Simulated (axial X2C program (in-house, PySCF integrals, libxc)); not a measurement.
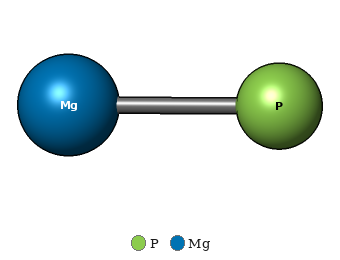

The molecule at the reference distance of 2.445 Å.

**PMg⁺: relativistic diatomic calculation**

System: PMg⁺, single determinant with M_S = 1 and |Λ| = 0.
Method: HF, spin-free X2C-1e, P dyall-v3z, Mg dyall-cv3z (cores contracted) (axial X2C program (in-house, PySCF integrals, libxc)).

### Key numbers

- outcome: converged
- bond length rₑ: 2.714 Å
- ωₑ: 205.1 cm⁻¹
- energy at the minimum: −541.23505 hartree
- depth below the fragments: 0.53 eV
- largest ⟨S²⟩ along the curve: 2.81
- hardware: 1 thread of Arm Neoverse V1, 24 GiB of memory available, shared host
- wall time: 1.2 s
- peak memory: 0.3 GiB

### Remarks

Hartree–Fock lacks correlation, so it usually binds too weakly. ⟨S²⟩ reaches 2.81 where a pure state of this multiplicity has 2.00, so the determinant is spin-contaminated.

### Input
```
{"zs": [15, 12], "q": 1, "bas": ["dyall-v3z", "dyall-cv3z"], "levels": ["PBE0", "HF", "BHandHLYP"], "cc": true, "r0": 2.34, "thr": -2.0, "nmax": 90, "npts": 10, "nst": 2, "ntry": 6}
```

The line is the task of a batch: nuclear charges, charge, bases, the levels to run, a first guess of the distance and further settings. This report covers HF without spin-orbit coupling. The log is that of the reference distance 2.445 Å.

The run was one of a batch that the task file lists, launched with:
```bash
python <driver script> task.json out
```

### The program's output
```
spin-free X2C-1e  HF
basis functions 130  fitting functions 600  grid points 4361
iter        total energy     max residual
   1       -541.213580846     1.20e-01
   2       -541.225503412     8.03e-03
   3       -541.226552544     5.69e-03
   4       -541.227500399     8.16e-03
   5       -541.228685612     7.38e-03
   6       -541.229594767     5.29e-03
   7       -541.230820638     5.48e-03
   8       -541.230954304     2.34e-03
   9       -541.231040282     1.40e-03
  10       -541.231047822     4.91e-04
  11       -541.231049426     1.24e-04
  12       -541.231049713     5.21e-05
  13       -541.231049729     2.17e-05
  14       -541.231049732     2.45e-06
converged
one-electron -824.03055202  Coulomb 282.48237604  exact exchange -38.64070523  xc functional 0.00000000  nuclear repulsion 38.95783148
correlated 6  virtual 214  natural virtual 68  E(MP2) -0.102416765  MP2 remainder -0.001193022
iter   CCSD correlation   residual
   1     -0.116753870   1.14e-01
   2     -0.123341845   6.26e-02
   3     -0.126352177   4.08e-02
   4     -0.128138871   2.08e-02
   5     -0.128508196   8.50e-03
   6     -0.128777731   4.13e-03
   7     -0.128711069   2.40e-03
   8     -0.128759874   1.18e-03
   9     -0.128740293   4.36e-04
  10     -0.128744494   1.60e-04
  11     -0.128745510   4.98e-05
  12     -0.128745677   2.22e-05
  13     -0.128745723   8.79e-06
  14     -0.128745930   3.68e-06
  15     -0.128746014   1.13e-06
  16     -0.128746016   3.50e-07
(T) -0.006212466276102706  T1 0.1128  D1 0.2479  max T2 0.142
```

### The points of the curve

| R (Å) | E (hartree) | dipole (D; origin at the first atom, positive when the second is positive) | highest filled (eV) | lowest empty (eV) |
| --- | --- | --- | --- | --- |
| 2.127 | −541.204486 | 11.67 | −14.03 | −5.98 |
| 2.225 | −541.216889 | 11.17 | −13.75 | −5.92 |
| 2.298 | −541.223277 | 10.70 | −13.64 | −5.82 |
| 2.372 | −541.227862 | 10.39 | −13.60 | −5.72 |
| 2.445 | −541.231050 | 10.24 | −13.58 | −5.61 |
| 2.531 | −541.233398 | 10.21 | −13.59 | −5.49 |
| 2.616 | −541.234630 | 10.31 | −13.62 | −5.38 |
| 2.726 | −541.235041 | 10.58 | −13.67 | −5.32 |
| 2.861 | −541.234361 | 11.05 | −13.75 | −5.40 |
| 3.056 | −541.232133 | 11.94 | −13.87 | −5.53 |

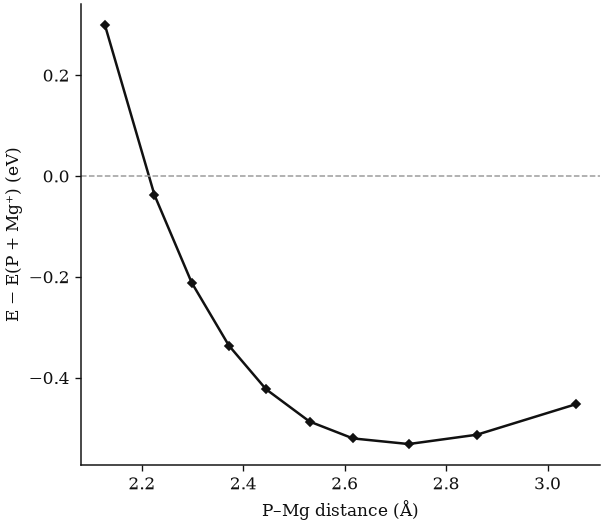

Energy at 10 bond lengths, for one set of occupations held fixed; the line joins the points. A polynomial of degree 5 through 7 points gives rₑ = 2.714 Å, ωₑ = 205.1 cm⁻¹, ωₑxₑ = 2.2 cm⁻¹ and Bₑ = 0.1693 cm⁻¹. The minimum lies 0.53 eV below P + Mg⁺, each computed as one determinant at the same level.

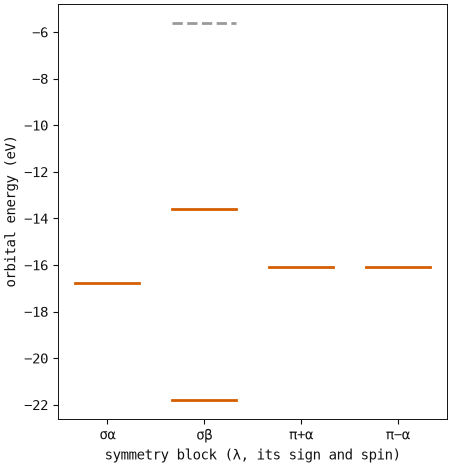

Orbital energies near the frontier at 2.44 Å, filled (solid) and empty (dashed); a label such as π−α means λ = −1 and α spin. The highest filled orbital (σβ; 63 % Mg s, 26 % P p) lies at −13.58 eV, the lowest empty one (σβ; 45 % P p, 38 % Mg p) at −5.61 eV.
